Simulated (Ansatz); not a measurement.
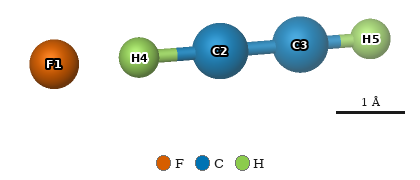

**Figure 1.** The structure as given in the input (ball-and-stick view, seen at a tilt; atoms are numbered from 1 in the order of the input).

# C$_{2}$H$_{2}$F (charge −1): geometry relaxation

System: C$_{2}$H$_{2}$F, charge −1.
Method: RKS PBE0-D4/def2-TZVPD (Ansatz 0.2.0).

Figures and captions count atoms from 1; the log counts them from 0 in places.

The input
```yaml
crystal:
  periodic: [false, false, false]
  atoms:
    - {symbol: F, position_ang: [0.295025, -0.009346, -2.491001]}
    - {symbol: C, position_ang: [-0.005528, 0.000467, 0.051420]}
    - {symbol: C, position_ang: [-0.151720, 0.004473, 1.279625]}
    - {symbol: H, position_ang: [0.141744, -0.004314, -1.192059]}
    - {symbol: H, position_ang: [-0.279521, 0.008720, 2.352016]}
basis:
  gaussian: {orbitals: def2-TZVPD}
total_charge: -1
hamiltonian: {xc: pbe0, dispersion: d4}
relax: {f_tol: 0.005, max_steps: 200}
```

Command:
```bash
ansatz run in.yaml --threads 2 --pin off --events-out ev --progress --plain --max-ram 5222MiB
```

The program's output
```
Functional definition: PBE0
  name "PBE0"
  cite "Adamo & Barone, J. Chem. Phys. 110, 6158 (1999) doi:10.1063/1.478522"
  cite "Perdew, Burke & Ernzerhof, Phys. Rev. Lett. 77, 3865 (1996) doi:10.1103/PhysRevLett.77.3865"
  parent pbe
  parameter a = 0.25
  parameter kappa = 0.804
  parameter beta = 0.06672455060314922
  exchange = (1 - a)*pbe_x(kappa = kappa, mu = beta*pi^2/3) + a*exact_x
  correlation = pbe_c(beta = beta)
647 factors; their error is unknown
mean field evaluation 1: about -4816.9452 eV, gradient 3.0e1 eV
mean field evaluation 2: about -4815.8499 eV, gradient 3.8e1 eV
mean field evaluation 4: about -4818.8936 eV, gradient 1.9e0 eV
mean field evaluation 8: about -4818.9121 eV, gradient 3.6e-2 eV
mean field -4818.91205484 eV, -177.0917516395 hartree, gradient 7.7e-6 eV, S^2 0.000000; 0 other end points of the search recorded, 0 dependent functions left out
the calculation of the forces begins
reference -4818.91208345 eV, -177.0917526907 hartree; 12, 12 occupied and 120, 120 virtual orbitals, 647 factors
relax step   1: F+E_penalty+E_count = -4818.95559509 eV  Δ(F+E_penalty+E_count) = +0.000e0 eV  max|allowed force component| = 1.738e0 eV/Å  Δτ_max = 0.0000 Å  (30 SCF iters, accepted)
these checks for a lower state are left out or cut short: starts, cluster_reference, orbital_swaps, neighbouring_geometries, increment
647 factors; their error is unknown
mean field evaluation 16: about -4818.9077 eV, gradient 7.3e0 eV
mean field -4818.94093187 eV, -177.0928128508 hartree, gradient 1.3e-5 eV, S^2 0.000000; 0 other end points of the search recorded, 0 dependent functions left out
the calculation of the forces begins
reference -4818.94096039 eV, -177.0928138990 hartree; 12, 12 occupied and 120, 120 virtual orbitals, 647 factors
relax step   2: F+E_penalty+E_count = -4818.98475572 eV  Δ(F+E_penalty+E_count) = -2.916e-2 eV  max|allowed force component| = 1.402e-1 eV/Å  Δτ_max = 0.0271 Å  (36 SCF iters, accepted)
these checks for a lower state are left out or cut short: starts, cluster_reference, orbital_swaps, neighbouring_geometries, increment
647 factors; their error is unknown
mean field -4818.94205148 eV, -177.0928539957 hartree, gradient 1.3e-5 eV, S^2 0.000000; 0 other end points of the search recorded, 0 dependent functions left out
the calculation of the forces begins
reference -4818.94208004 eV, -177.0928550454 hartree; 12, 12 occupied and 120, 120 virtual orbitals, 647 factors
relax step   3: F+E_penalty+E_count = -4818.98593877 eV  Δ(F+E_penalty+E_count) = -1.183e-3 eV  max|allowed force component| = 1.533e-1 eV/Å  Δτ_max = 0.0076 Å  (37 SCF iters, accepted)
these checks for a lower state are left out or cut short: starts, cluster_reference, orbital_swaps, neighbouring_geometries, increment
647 factors; their error is unknown
mean field evaluation 32: about -4818.9431 eV, gradient 4.0e-1 eV
mean field -4818.94327869 eV, -177.0928990948 hartree, gradient 1.3e-5 eV, S^2 0.000000; 0 other end points of the search recorded, 0 dependent functions left out
the calculation of the forces begins
reference -4818.94330740 eV, -177.0929001498 hartree; 12, 12 occupied and 120, 120 virtual orbitals, 647 factors
relax step   4: F+E_penalty+E_count = -4818.98723650 eV  Δ(F+E_penalty+E_count) = -1.298e-3 eV  max|allowed force component| = 1.534e-1 eV/Å  Δτ_max = 0.0088 Å  (37 SCF iters, accepted)
these checks for a lower state are left out or cut short: starts, cluster_reference, orbital_swaps, neighbouring_geometries, increment
647 factors; their error is unknown
mean field -4818.94607126 eV, -177.0930017199 hartree, gradient 1.2e-5 eV, S^2 0.000000; 0 other end points of the search recorded, 0 dependent functions left out
the calculation of the forces begins
reference -4818.94610047 eV, -177.0930027931 hartree; 12, 12 occupied and 120, 120 virtual orbitals, 647 factors
relax step   5: F+E_penalty+E_count = -4818.99002436 eV  Δ(F+E_penalty+E_count) = -2.788e-3 eV  max|allowed force component| = 1.352e-1 eV/Å  Δτ_max = 0.0225 Å  (36 SCF iters, accepted)
these checks for a lower state are left out or cut short: starts, cluster_reference, orbital_swaps, neighbouring_geometries, increment
647 factors; their error is unknown
mean field -4818.94886864 eV, -177.0931045216 hartree, gradient 1.4e-5 eV, S^2 0.000000; 0 other end points of the search recorded, 0 dependent functions left out
the calculation of the forces begins
reference -4818.94889890 eV, -177.0931056336 hartree; 12, 12 occupied and 120, 120 virtual orbitals, 647 factors
relax step   6: F+E_penalty+E_count = -4818.99306039 eV  Δ(F+E_penalty+E_count) = -3.036e-3 eV  max|allowed force component| = 7.219e-2 eV/Å  Δτ_max = 0.0423 Å  (36 SCF iters, accepted)
these checks for a lower state are left out or cut short: starts, cluster_reference, orbital_swaps, neighbouring_geometries, increment
647 factors; their error is unknown
mean field -4818.94924410 eV, -177.0931183197 hartree, gradient 1.2e-5 eV, S^2 0.000000; 0 other end points of the search recorded, 0 dependent functions left out
the calculation of the forces begins
reference -4818.94927460 eV, -177.0931194404 hartree; 12, 12 occupied and 120, 120 virtual orbitals, 647 factors
relax step   7: F+E_penalty+E_count = -4818.99345488 eV  Δ(F+E_penalty+E_count) = -3.945e-4 eV  max|allowed force component| = 8.362e-3 eV/Å  Δτ_max = 0.0109 Å  (37 SCF iters, accepted)
these checks for a lower state are left out or cut short: starts, cluster_reference, orbital_swaps, neighbouring_geometries, increment
647 factors; their error is unknown
mean field evaluation 64: about -4818.9492 eV, gradient 1.2e-5 eV
mean field -4818.94923396 eV, -177.0931179470 hartree, gradient 1.2e-5 eV, S^2 0.000000; 0 other end points of the search recorded, 0 dependent functions left out
the calculation of the forces begins
reference -4818.94926450 eV, -177.0931190692 hartree; 12, 12 occupied and 120, 120 virtual orbitals, 647 factors
relax step   8: F+E_penalty+E_count = -4818.99346045 eV  Δ(F+E_penalty+E_count) = -5.569e-6 eV  max|allowed force component| = 1.249e-3 eV/Å  Δτ_max = 0.0016 Å  (38 SCF iters, accepted)
```

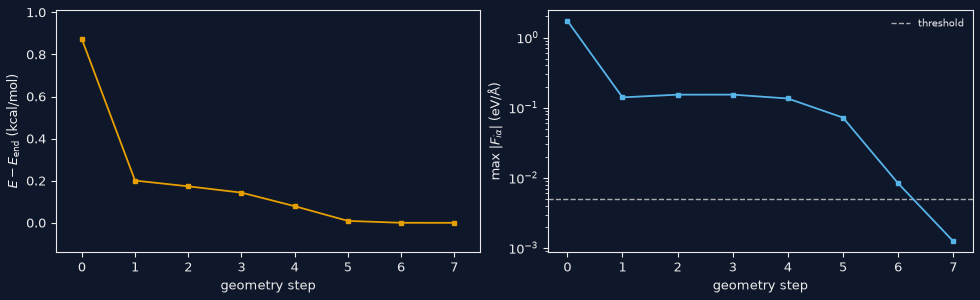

**Figure 2.** Progress of the relaxation, step by step (the first geometry is step 0 here and step 1 in the log).

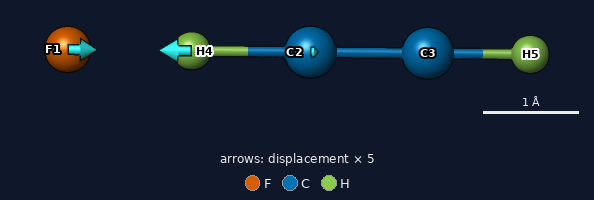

**Figure 3.** The starting structure with the displacements as teal arrows, magnified 5 times (ball-and-stick view, seen at a tilt). The two geometries are laid on each other by the best rigid fit. Over 7 geometry steps the energy falls by 0.87 kcal/mol. The largest force component goes from 1.7 to 0.0012 eV/Å. The largest move after the best rigid fit is that of H4, 0.073 Å. Largest moves by element: H 0.073 Å, F 0.065 Å, C 0.018 Å. Among the contacts that change: F1–H4 1.308 → 1.170 Å, C2–H4 1.252 → 1.343 Å, C2–C3 1.237 → 1.221 Å, C3–H5 1.080 → 1.066 Å. (Atoms are counted from 1 in the order of the input.)

```
647 factors; their error is unknown
mean field -4818.94923396 eV, -177.0931179470 hartree, gradient 1.2e-5 eV, S^2 0.000000; 1 other end points of the search recorded, 0 dependent functions left out
the calculation of the forces begins
reference -4818.94926450 eV, -177.0931190692 hartree; 12, 12 occupied and 120, 120 virtual orbitals, 647 factors
Total energy: -4818.99349099 eV, -177.0947443626 hartree
Atom 0 at     0.287846    -0.008956    -2.425910 Å, force     0.000045    -0.000023    -0.000392 eV/Å
Atom 1 at    -0.008240     0.000245     0.069078 Å, force    -0.000090     0.000004     0.001249 eV/Å
Atom 2 at    -0.151999     0.004740     1.281074 Å, force     0.000028    -0.000029    -0.000181 eV/Å
Atom 3 at     0.149989    -0.004682    -1.264314 Å, force    -0.000029     0.000037    -0.000055 eV/Å
Atom 4 at    -0.277596     0.008653     2.340073 Å, force     0.000047     0.000011    -0.000621 eV/Å
Dipole moment:    -0.074559     0.002320     0.628507 e Å
```

Trajectory as extended XYZ (Å, eV, eV/Å), 8 frames, from step=1 to step=8
```
5
Properties=species:S:1:pos:R:3:forces:R:3 step=1 energy=-4818.95560
F     0.2950   -0.0093   -2.4910   -0.0412   0.0013   0.3521
C    -0.0055    0.0005    0.0514   -0.2075   0.0043   1.7384
C    -0.1517    0.0045    1.2796    0.1684  -0.0028  -1.4151
H     0.1417   -0.0043   -1.1921    0.0162  -0.0001  -0.1393
H    -0.2795    0.0087    2.3520    0.0642  -0.0027  -0.5361
5
Properties=species:S:1:pos:R:3:forces:R:3 step=2 energy=-4818.98476
F     0.2920   -0.0092   -2.4643   -0.0164   0.0005   0.1402
C    -0.0062    0.0004    0.0559   -0.0032  -0.0012   0.0220
C    -0.1498    0.0044    1.2637   -0.0129   0.0019   0.1086
H     0.1403   -0.0043   -1.1804    0.0165  -0.0002  -0.1387
H    -0.2762    0.0086    2.3251    0.0160  -0.0011  -0.1322
5
Properties=species:S:1:pos:R:3:forces:R:3 step=3 energy=-4818.98594
F     0.2912   -0.0092   -2.4568   -0.0095   0.0003   0.0812
C    -0.0062    0.0004    0.0552   -0.0046  -0.0009   0.0343
C    -0.1497    0.0045    1.2625   -0.0041   0.0014   0.0348
H     0.1403   -0.0043   -1.1814    0.0183  -0.0003  -0.1533
H    -0.2756    0.0086    2.3205   -0.0001  -0.0005   0.0029
5
Properties=species:S:1:pos:R:3:forces:R:3 step=4 energy=-4818.98724
F     0.2903   -0.0091   -2.4480   -0.0025   0.0001   0.0218
C    -0.0062    0.0003    0.0544   -0.0124  -0.0003   0.1015
C    -0.1497    0.0045    1.2623    0.0046   0.0008  -0.0383
H     0.1410   -0.0043   -1.1875    0.0184  -0.0005  -0.1534
H    -0.2753    0.0086    2.3188   -0.0080  -0.0002   0.0684
5
Properties=species:S:1:pos:R:3:forces:R:3 step=5 energy=-4818.99002
F     0.2902   -0.0091   -2.4457   -0.0123   0.0005   0.1036
C    -0.0072    0.0002    0.0610    0.0078  -0.0004  -0.0664
C    -0.1507    0.0046    1.2698    0.0120   0.0000  -0.1006
H     0.1435   -0.0044   -1.2099    0.0086  -0.0004  -0.0717
H    -0.2758    0.0086    2.3248   -0.0160   0.0003   0.1352
5
Properties=species:S:1:pos:R:3:forces:R:3 step=6 energy=-4818.99306
F     0.2878   -0.0088   -2.4225    0.0082  -0.0002  -0.0722
C    -0.0081    0.0000    0.0643   -0.0076   0.0010   0.0656
C    -0.1515    0.0048    1.2757   -0.0012  -0.0008   0.0112
H     0.1483   -0.0047   -1.2519    0.0018  -0.0004  -0.0129
H    -0.2766    0.0087    2.3344   -0.0012   0.0003   0.0082
5
Properties=species:S:1:pos:R:3:forces:R:3 step=7 energy=-4818.99345
F     0.2881   -0.0089   -2.4267   -0.0010   0.0000   0.0084
C    -0.0085    0.0001    0.0688    0.0000   0.0005   0.0043
C    -0.1520    0.0049    1.2808    0.0009  -0.0008  -0.0067
H     0.1497   -0.0047   -1.2627    0.0001  -0.0001  -0.0035
H    -0.2773    0.0086    2.3398    0.0001   0.0003  -0.0024
5
Properties=species:S:1:pos:R:3:forces:R:3 step=8 energy=-4818.99346
F     0.2878   -0.0090   -2.4259    0.0000   0.0000  -0.0004
C    -0.0082    0.0002    0.0691   -0.0001   0.0000   0.0012
C    -0.1520    0.0047    1.2811    0.0000   0.0000  -0.0002
H     0.1500   -0.0047   -1.2643    0.0000   0.0000  -0.0001
H    -0.2776    0.0087    2.3401    0.0000   0.0000  -0.0006
```

Key numbers

| quantity | value |
| --- | --- |
| outcome | converged |
| total energy | −4818.9935 eV |
| mean-field energy | −4818.9493 eV |
| dispersion energy | −0.0442 eV |
| SCF solution under orbital rotations | stable |
| largest force (length of the vector) at the end | 0.001 eV/Å |
| hardware | 2 threads of Arm Neoverse V1, 23 GiB of memory available, shared host |
| wall time | 14 s (CPU time 25 s) |
| peak memory | 0.18 GiB |
